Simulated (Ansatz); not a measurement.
| atom | x (Å) | y (Å) | z (Å) |
| --- | --- | --- | --- |
| N | -2.0951 | -3.5617 | 2.2337 |
| P | -0.6745 | -2.6821 | 2.8210 |
| Si | -2.8761 | -2.0889 | 2.5933 |
| H | -2.1870 | -4.5053 | 1.8864 |

Geometry: B3LYP-D3(BJ)/6-311G**.

All numbers below come from isolated molecule in a Gaussian basis; Kohn-Sham density functional theory, functional PBE0 (Ansatz).

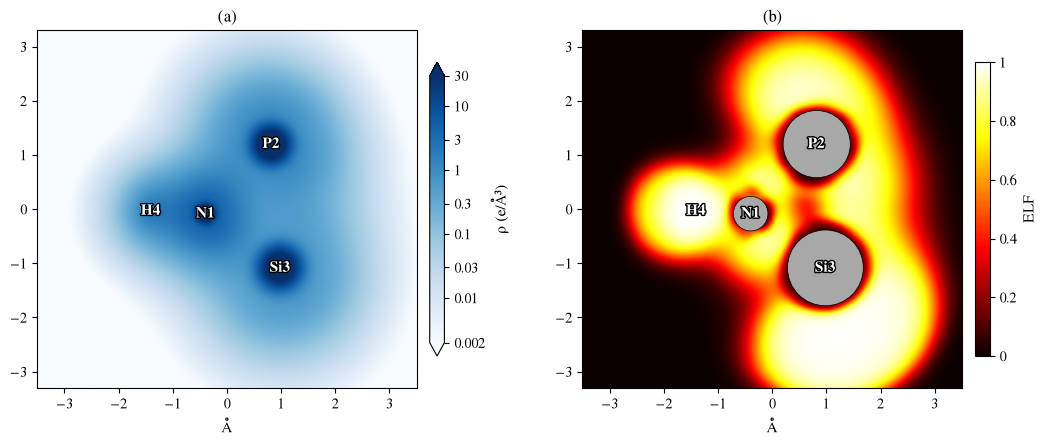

HNPSi (SMILES N1[Si]=P1) (doublet). (a) electron density; (b) electron localisation function on the molecular plane. Grey discs cover the atomic cores in the ELF map.

Read the bonding off the picture.

Answer. Atoms in the plane: N, P, Si and H. Si–N (1.71 Å): ρ is about 1.1 e/Å³ halfway; the ELF peaks at about 0.85 between the atoms: a polar covalent bond. P–N (1.77 Å): ρ is about 1.1 e/Å³ halfway; the ELF peaks at about 0.85 between the atoms, as expected for a shared but strongly polarised pair. Si–P (2.29 Å): ρ is about 0.58 e/Å³ halfway; the ELF peaks at about 0.65 between the atoms. N–H (1.01 Å): the density is about 2.9 e/Å³ at the midpoint; the ELF climbs to about 1 towards the hydrogen, as it does in any bond to H (an ordinary covalent bond to hydrogen). The ELF also peaks beside Si3 and P2, away from the bonds: non-bonding electrons, paired or unpaired.
